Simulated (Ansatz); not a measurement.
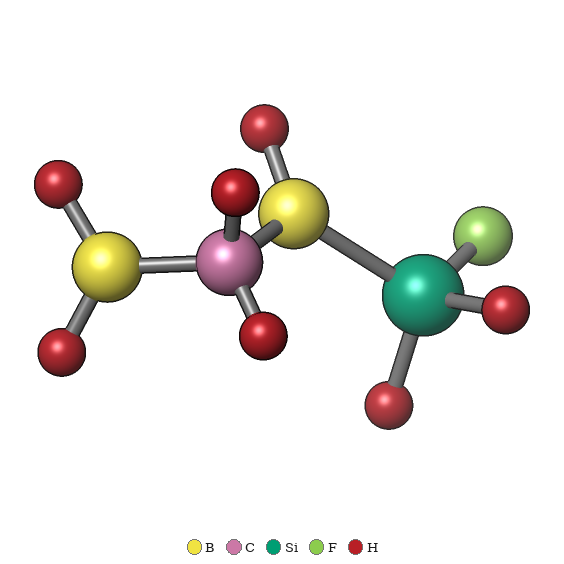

Rendered structure (ball-and-stick style).

The geometry was computed by an optimisation with PBE0-D4/def2-TZVP.

Describe the molecule.

Formula CH₇B₂FSi. SMILES: `BCB[SiH2]F`. It has no ring. Among its groups: Si–H bond, B–H bond. This geometry has C1 symmetry. Coordination: 2 B trigonal planar; 1 C tetrahedral; 1 Si tetrahedral.

The parts below concern this one geometry. Atoms keep their numbers from picture to picture.

Shape

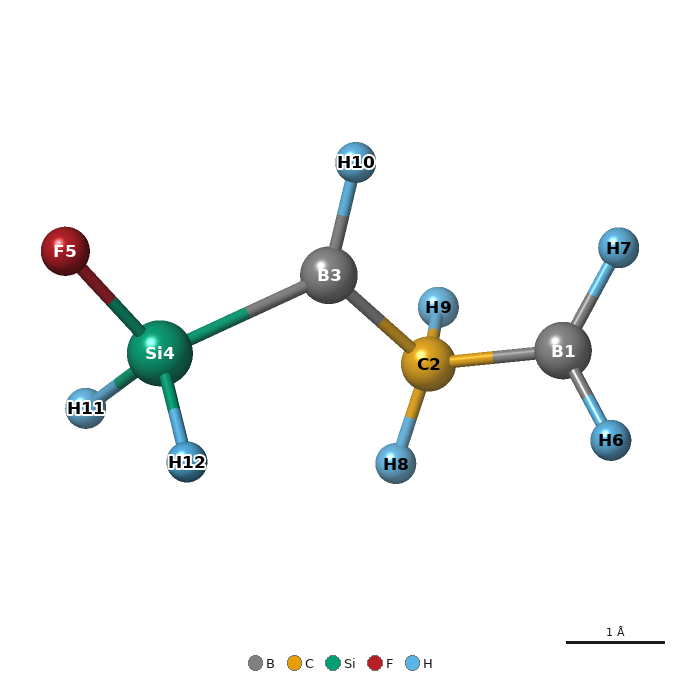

The atoms are numbered.

Estimate the angles B1–C2–B3, B1–C2–H9, C2–B1–H6, C2–B1–H7, C2–B3–Si4, C2–B3–H10, B3–C2–H8, B3–C2–H9, B3–Si4–H11, Si4–B3–H10, F5–Si4–H11, F5–Si4–H12.

```tsv
angle	degrees
B1–C2–B3	108.3
B1–C2–H9	104.7
C2–B1–H6	121.1
C2–B1–H7	119.6
C2–B3–Si4	119.0
C2–B3–H10	118.6
B3–C2–H8	115.6
B3–C2–H9	99.2
B3–Si4–H11	110.1
Si4–B3–H10	122.4
F5–Si4–H11	107.4
F5–Si4–H12	107.4
```

Charges

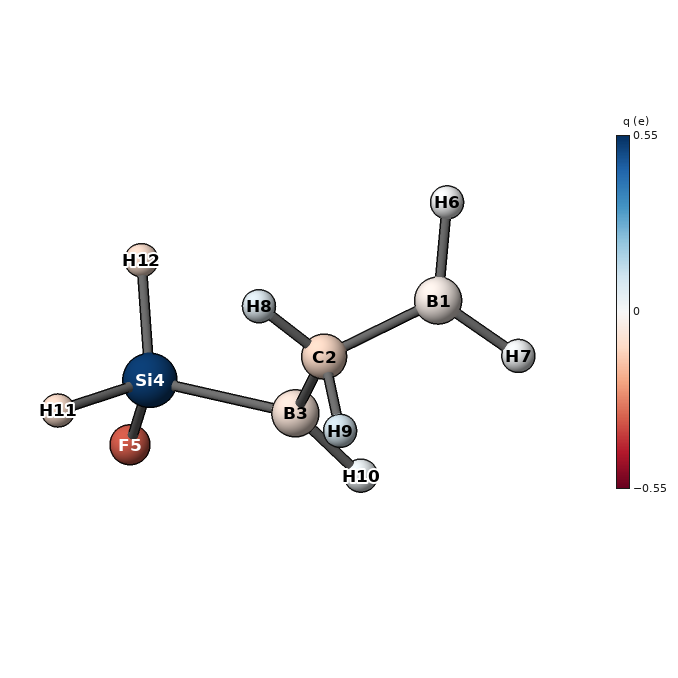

Atoms are coloured by their Mulliken charges. Level of theory: RKS r2SCAN-D4/def2-TZVPP (Ansatz 0.2.0).

Which atom carries the highest charge (most positive or least negative)?

Si4 (0.52 e).

And the lowest?

F5 (−0.33 e).

Give the Mulliken charges atom by atom.

| atom | value (e) |
| --- | --- |
| B1 | −0.03 |
| C2 | −0.11 |
| B3 | −0.06 |
| Si4 | 0.52 |
| F5 | −0.33 |
| H6 | 0.01 |
| H7 | 0.01 |
| H8 | 0.06 |
| H9 | 0.09 |
| H10 | 0.03 |
| H11 | −0.10 |
| H12 | −0.09 |

Levels of theory compared

Program: Ansatz 0.2.0.

Compare HOMO energy (eV), HOMO–LUMO gap (eV) at these levels: B3LYP-D4/def2-TZVPP; B97M-V/def2-TZVPP; PBE0-D4/def2-SVP; ωB97M-V/def2-QZVPP; ωB97M-V/def2-SVP; ωB97X-V/def2-TZVPP.

```json
{"level": "B3LYP-D4/def2-TZVPP", "HOMO energy (eV)": "−7.89", "HOMO–LUMO gap (eV)": "5.31"}
{"level": "B97M-V/def2-TZVPP", "HOMO energy (eV)": "−7.20", "HOMO–LUMO gap (eV)": "4.05"}
{"level": "PBE0-D4/def2-SVP", "HOMO energy (eV)": "−8.05", "HOMO–LUMO gap (eV)": "5.71"}
{"level": "ωB97M-V/def2-QZVPP", "HOMO energy (eV)": "−10.24", "HOMO–LUMO gap (eV)": "9.77"}
{"level": "ωB97M-V/def2-SVP", "HOMO energy (eV)": "−10.17", "HOMO–LUMO gap (eV)": "9.87"}
{"level": "ωB97X-V/def2-TZVPP", "HOMO energy (eV)": "−10.41", "HOMO–LUMO gap (eV)": "10.22"}
```

Vibrations

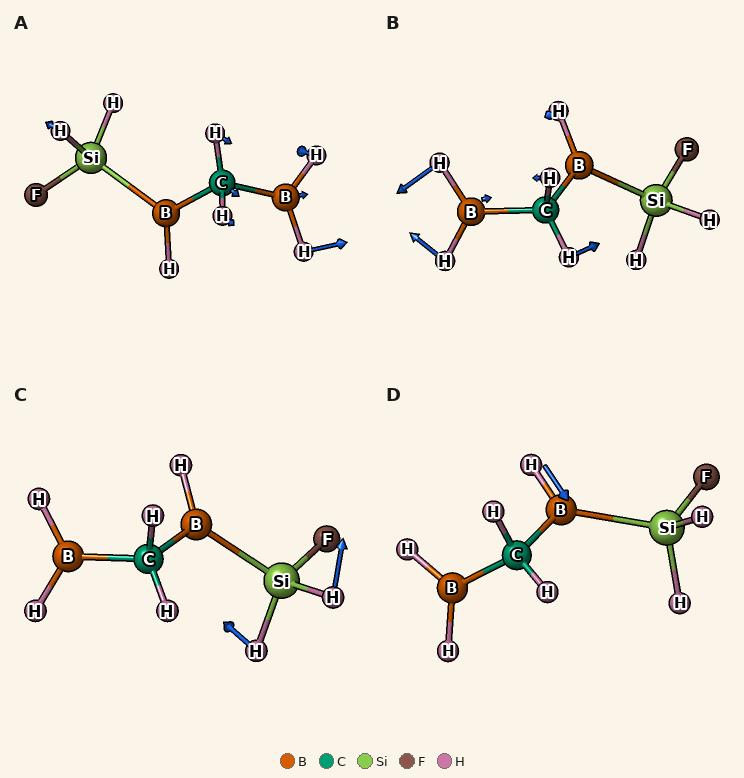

4 normal modes of one molecule or complex, as arrows. Harmonic vibrations computed with RKS PBE0-D4/def2-TZVP (Ansatz 0.2.0) at a stationary point of the same level.

Match the panels to the wavenumbers 279 cm⁻¹, 929 cm⁻¹, 1248 cm⁻¹, 2609 cm⁻¹.

A: 279 cm⁻¹
B: 1248 cm⁻¹
C: 929 cm⁻¹, H–Si–H bending
D: 2609 cm⁻¹, B–H stretching

Mulliken values depend strongly on the basis set and can even reverse the polarity of a bond.
